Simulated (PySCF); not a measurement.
C₇H₁₂OSi (SMILES C=CO/C=C/C(=C)[SiH2]C)

Input file:

```
{"job": {"kind": "nmr", "xc": "PBE0", "basis": "pcSseg-1"}, "charge": 0, "multiplicity": 1}
C      4.753990     0.251080     0.609721
C      3.443224     0.434528     0.648118
O      2.588817    -0.343774    -0.057798
C      1.260694    -0.086256     0.020503
C      0.370525    -0.831066    -0.637428
C     -1.061976    -0.625269    -0.616645
C     -1.841778    -1.456170    -1.318223
Si    -1.805545     0.801539     0.383881
C     -3.691205     0.843721     0.188835
H      5.189895    -0.526290     0.009563
H      5.412570     0.877143     1.179557
H      2.985033     1.217318     1.246568
H      0.968235     0.753535     0.641854
H      0.742826    -1.652509    -1.235989
H     -1.432956    -2.273019    -1.894698
H     -2.912387    -1.352821    -1.343676
H     -1.253332     2.081210    -0.090308
H     -1.476247     0.635752     1.808765
H     -3.982547     0.987195    -0.847433
H     -4.112247     1.663364     0.762680
H     -4.154511    -0.072862     0.541679
```

Run with:

```sh
OMP_NUM_THREADS=1 python probes_run.py task.json out
```

Geometry: GFN2-xTB.

Computed with PySCF, PBE0/pcSseg-1, SCF density, gas phase, non-relativistic.

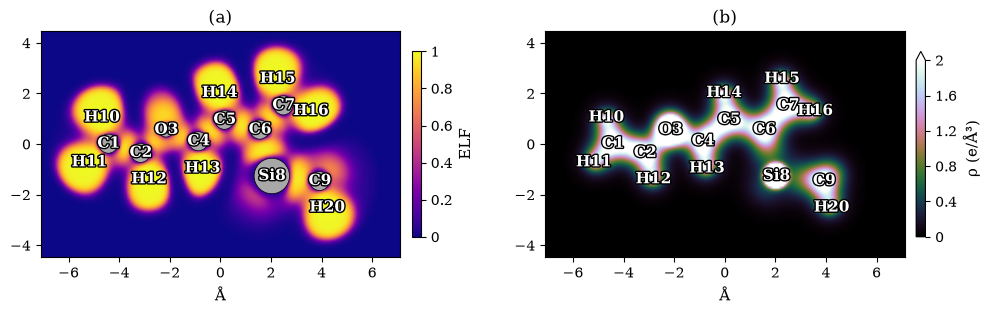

Figure 1. (a) electron localisation function; (b) electron density on the plane of atoms O3, C4 and H13. Grey discs cover the atomic cores in the ELF map.

### What does the map show?

- The section cuts through C, O, Si and H sites.
- C–C (1.32 Å): ρ at the midpoint is about 2.3 e/Å³; the ELF peaks at about 0.95 between the atoms; a short, multiple covalent bond.
- C–O (1.35 Å): ρ at the midpoint is about 2.3 e/Å³; the ELF peaks at about 0.90 between the atoms; a polar covalent bond.
- C–Si (1.89 Å): the density is about 0.92 e/Å³ at the midpoint; the ELF peaks at about 0.95 between the atoms; localised, covalent bonding.
- C–H (1.07 Å): the density is about 2 e/Å³ at the midpoint; the ELF climbs to about 1 towards the hydrogen, as it does in any bond to H: a covalent bond by its length.
- C–C (1.45 Å): ρ at the midpoint is about 1.9 e/Å³; the ELF peaks at about 0.95 between the atoms, as expected for localised, covalent bonding.
- The ELF also peaks beside O3, away from the bonds: lone-pair regions.

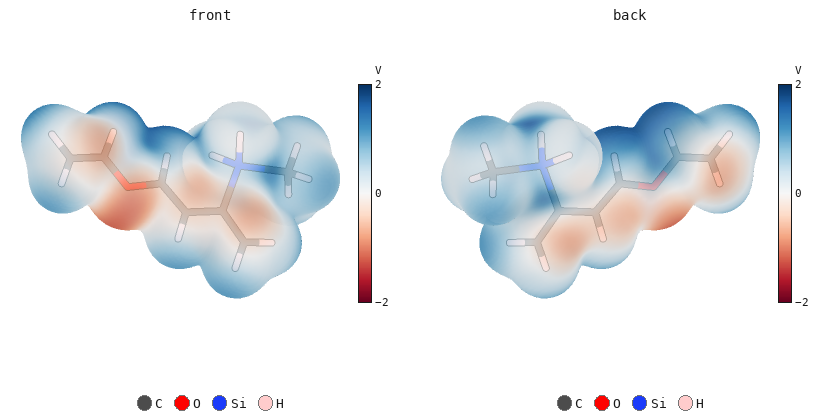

Figure 2. The molecular electrostatic potential painted on the density surface at 0.004 e/bohr³, seen from the front and from behind; the colour scale runs from red (negative) to blue (positive).

### Where is the surface potential most negative and most positive?

The most negative region (about −1.1 V) lies over O3, the most positive (about +1.7 V) over H12 and H13. O3 is the likeliest acceptor of a hydrogen bond.
